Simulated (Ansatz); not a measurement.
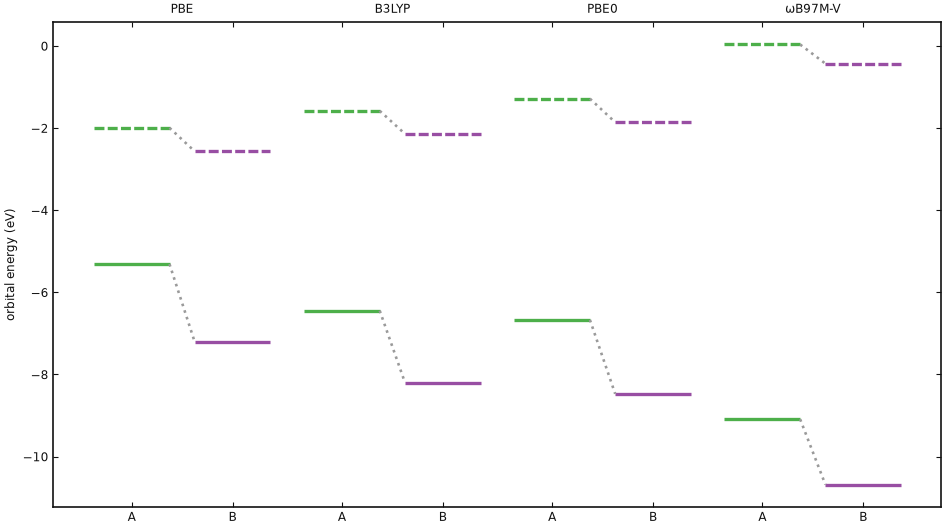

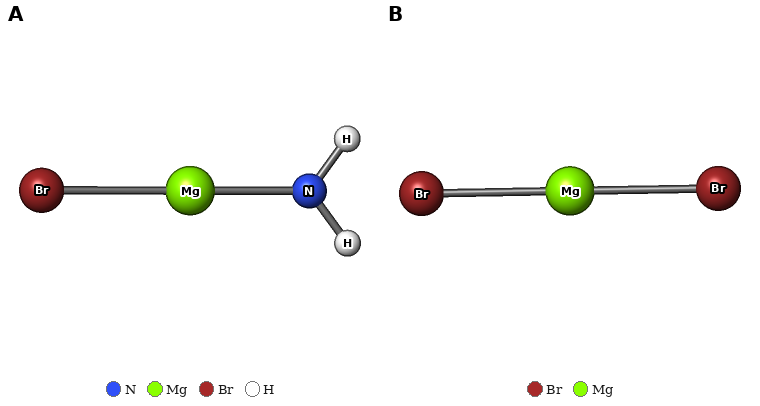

One change: A, MgNH₂Br (SMILES [NH2][Mg][Br]), becomes B, MgBr₂ (SMILES [Br][Mg][Br]). NH₂ on Mg is replaced by Br. HOMO (solid) and LUMO (dashed) computed in def2-TZVPP at PBE0-D4/def2-TZVP geometries, both minima by their frequencies, gas phase, the Ansatz code. Empty levels above zero depend strongly on the basis.

What does the change do to HOMO and LUMO?

PBE: the HOMO falls by 1.90 eV, the LUMO falls by 0.57 eV, and the separation goes from 3.32 to 4.64 eV. B3LYP: the HOMO falls by 1.75 eV, the LUMO falls by 0.56 eV, and the separation goes from 4.87 to 6.06 eV. PBE0: the HOMO falls by 1.80 eV, the LUMO falls by 0.57 eV, and the separation goes from 5.39 to 6.61 eV. ωB97M-V: the HOMO falls by 1.59 eV, the LUMO falls by 0.47 eV, and the separation goes from 9.13 to 10.25 eV.

Do the functionals agree on the effect?

They agree on the direction for both levels; the HOMO shift lies between −1.90 and −1.59 eV and the LUMO shift between −0.57 and −0.47 eV, while the separations themselves differ by up to 5.8 eV between functionals.
